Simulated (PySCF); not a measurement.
**Run report: C₆H₁₆O₂Si, NMR shielding calculation**

- system: C₆H₁₆O₂Si, SMILES CC(C)OC(C)(C)O[SiH3]
- method: GIAO PBE0/pcSseg-1 NMR shielding, non-relativistic, IEF-PCM cyclohexane (PySCF 2.14.0)

The geometry comes from this level: PBE0-D3(BJ)/def2-SVP. It belongs to a series of runs on one base structure; here: solvent cyclohexane. Figures and captions count atoms from 1; the log counts them from 0 in places.

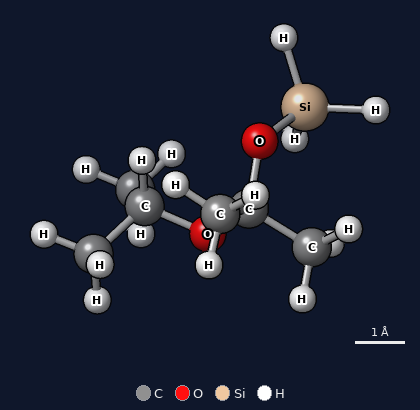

*The structure as given in the input (ball-and-stick view, seen at a tilt).*

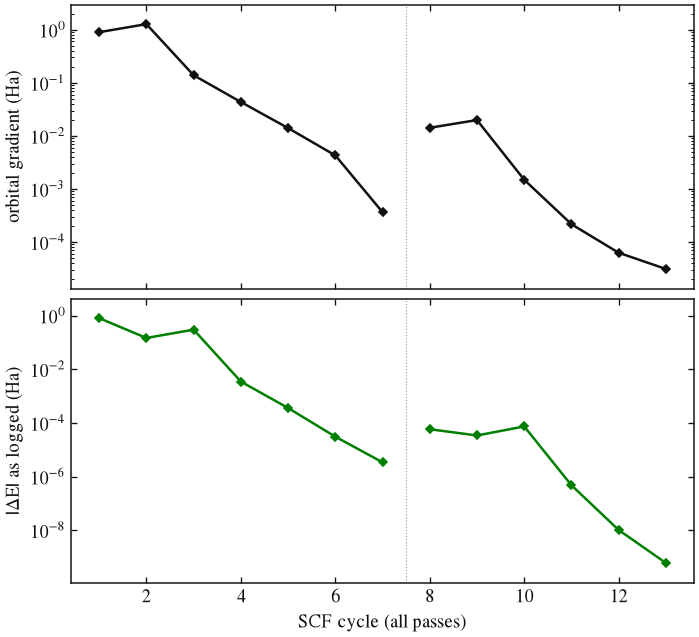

*Convergence of the self-consistent field: orbital gradient and size of the energy change against the SCF cycle. The dotted line marks the change from a coarse to the final integration grid.*

The first 7 cycles use a coarse grid, the final grid takes over at cycle 8, and the field converges after 13 cycles in all.

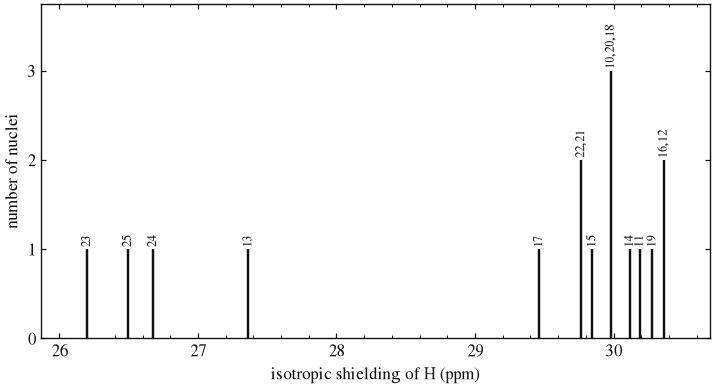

*Isotropic shieldings of the hydrogen nuclei in this fixed geometry, labelled by atom number; shielding grows to the right, so chemical shift grows to the left.*

The least shielded is H23 (26.2 ppm), the most shielded H12 (30.4 ppm).

These pictures come from the run below.

The input:
```
{"job": {"kind": "nmr", "xc": "PBE0", "basis": "pcSseg-1", "solvent": "cyclohexane", "pop": false}, "charge": 0, "multiplicity": 1}
C      2.573727    -0.207888    -0.580400
C      1.308633    -0.577139     0.176226
C      1.284718    -2.043592     0.565634
O      0.170681    -0.329980    -0.640894
C     -0.654324     0.753825    -0.320844
C      0.078133     2.088728    -0.331806
C     -1.766196     0.720430    -1.356455
O     -1.168195     0.605161     0.990181
Si    -2.330159    -0.480081     1.504938
H      2.590882     0.860247    -0.838495
H      2.632884    -0.784374    -1.516672
H      3.469705    -0.429149     0.019587
H      1.230863     0.028645     1.095906
H      1.289230    -2.674478    -0.336828
H      0.377633    -2.280183     1.139549
H      2.161918    -2.304199     1.176815
H      0.860187     2.108679     0.439380
H     -0.629220     2.899505    -0.110507
H      0.535069     2.267848    -1.315004
H     -2.510172     1.502820    -1.152322
H     -1.349452     0.871326    -2.361427
H     -2.257384    -0.264514    -1.344521
H     -2.127673    -1.844155     0.930111
H     -2.198628    -0.532539     2.987198
H     -3.705274    -0.013639     1.148670
```

The first line tells a small driver script what to run in PySCF; the rest is the geometry in Å.

Launched with:
```bash
OMP_NUM_THREADS=1 python <driver script> task.json out
```

Output:
```
coarse grid: 20232 points
cycle   1  E = -677.3800572730  dE =  7.976e-01  |g| = 8.978e-01  |ddm| = 4.173e+00
cycle   2  E = -677.2344715691  dE =  1.456e-01  |g| = 1.272e+00  |ddm| = 1.684e+00
cycle   3  E = -677.5316046412  dE = -2.971e-01  |g| = 1.386e-01  |ddm| = 1.129e+00
cycle   4  E = -677.5350643431  dE = -3.460e-03  |g| = 4.342e-02  |ddm| = 1.288e-01
cycle   5  E = -677.5354221664  dE = -3.578e-04  |g| = 1.402e-02  |ddm| = 3.842e-02
cycle   6  E = -677.5354527494  dE = -3.058e-05  |g| = 4.285e-03  |ddm| = 1.301e-02
cycle   7  E = -677.5354561402  dE = -3.391e-06  |g| = 3.652e-04  |ddm| = 3.259e-03
final grid: 187544 points
cycle   8  E = -677.6122635124  dE = -5.787e-05  |g| = 1.421e-02  |ddm| = 4.154e-02
cycle   9  E = -677.6122296008  dE =  3.391e-05  |g| = 1.984e-02  |ddm| = 2.229e-02
cycle  10  E = -677.6123031409  dE = -7.354e-05  |g| = 1.490e-03  |ddm| = 1.308e-02
cycle  11  E = -677.6123036137  dE = -4.728e-07  |g| = 2.168e-04  |ddm| = 1.491e-03
cycle  12  E = -677.6123036238  dE = -1.018e-08  |g| = 6.282e-05  |ddm| = 2.719e-04
cycle  13  E = -677.6123036244  dE = -6.000e-10  |g| = 3.109e-05  |ddm| = 7.286e-05
converged SCF energy = -677.6123036244

GIAO shielding tensors (ppm)
atom      isotropic    diamagn.    paramagn.     s11        s22        s33       span
  0 C      159.226     247.514     -88.289    141.538    151.140    185.000     43.462
  1 C      121.359     244.928    -123.569     88.514    115.698    159.865     71.351
  2 C      158.847     248.126     -89.279    140.524    152.676    183.341     42.817
  3 O      210.531     405.899    -195.369    165.102    228.099    238.392     73.290
  4 C       85.338     239.889    -154.550     67.101     84.744    104.170     37.069
  5 C      156.615     250.009     -93.394    135.815    151.400    182.632     46.817
  6 C      153.798     250.232     -96.434    135.750    142.242    183.402     47.652
  7 O      258.497     401.507    -143.010    202.841    284.805    287.846     85.006
  8 Si     395.692     880.200    -484.508    352.513    366.233    468.331    115.817
  9 H       29.945      31.263      -1.318     24.726     30.301     34.807     10.081
 10 H       30.188      30.452      -0.264     27.340     28.036     35.188      7.847
 11 H       30.379      29.269       1.109     25.983     27.733     37.420     11.437
 12 H       27.363      34.465      -7.102     24.799     27.924     29.367      4.568
 13 H       30.116      31.031      -0.915     27.395     27.955     34.998      7.603
 14 H       29.845      32.362      -2.517     24.620     29.637     35.279     10.659
 15 H       30.343      29.832       0.511     26.028     27.805     37.196     11.169
 16 H       29.463      32.271      -2.808     25.708     29.297     33.382      7.674
 17 H       30.005      30.572      -0.566     26.190     28.128     35.698      9.508
 18 H       30.280      31.611      -1.332     26.801     28.073     35.964      9.163
 19 H       29.988      30.814      -0.826     27.027     27.167     35.768      8.741
 20 H       29.779      30.993      -1.214     26.186     27.815     35.336      9.150
 21 H       29.752      32.268      -2.516     26.496     28.571     34.189      7.693
 22 H       26.199      30.970      -4.771     22.601     25.728     30.268      7.667
 23 H       26.675      29.374      -2.699     23.275     24.663     32.086      8.811
 24 H       26.493      28.961      -2.468     22.761     24.656     32.064      9.303
```

Results in brief:

- outcome: converged
- total energy: −677.612304 hartree
- HOMO: −7.59 eV
- LUMO: 0.69 eV
- dipole moment: 0.66 D
- isotropic shielding, C: 85.3 to 159.2 ppm
- isotropic shielding, O: 210.5 to 258.5 ppm
- isotropic shielding, Si: 395.7 ppm
- isotropic shielding, H: 26.2 to 30.4 ppm
- hardware: 1 CPU thread, shared host
- wall time: 74 s
- peak memory: 1.3 GiB
